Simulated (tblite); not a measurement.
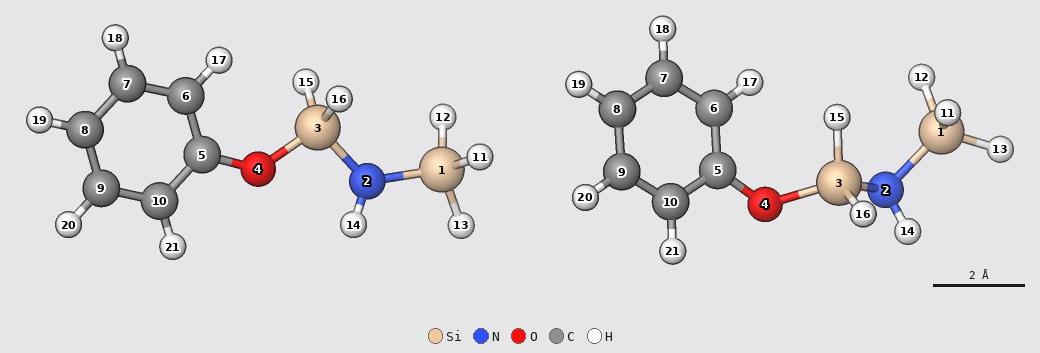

Two geometries of C6H11NOSi2, drawn at one scale. One is the start of a relaxation, the other its converged end. A ball-and-stick model, seen at a tilt.

All numbers below come from GFN2-xTB geometry optimisation, gas phase in tblite 0.8.0. 

Which geometry has the lower energy?

Answer. The left one is the relaxed one. The energy falls by 22.2 kcal/mol in 243 geometry steps. The largest move after the best rigid fit is that of H16, 2.55 Å. By element the largest moves are H 2.55 Å, Si 1.26 Å, O 0.89 Å, C 0.74 Å, N 0.57 Å. Among the contacts that change: Si3–O4 1.735 → 1.626 Å, N2–Si3 1.785 → 1.718 Å, Si1–N2 1.783 → 1.725 Å, O4–C5 1.381 → 1.346 Å. Among the angles between lasting bonds that change: Si1–N2–Si3 106.8° → 126.5°, Si3–O4–C5 119.4° → 131.6°, N2–Si3–O4 110.9° → 100.7°. Groups turn about O4–C5 by about 50°, Si3–O4 by about 35°. The run took 4.3 s on 1 thread of Arm Neoverse N1, with other jobs on the host.
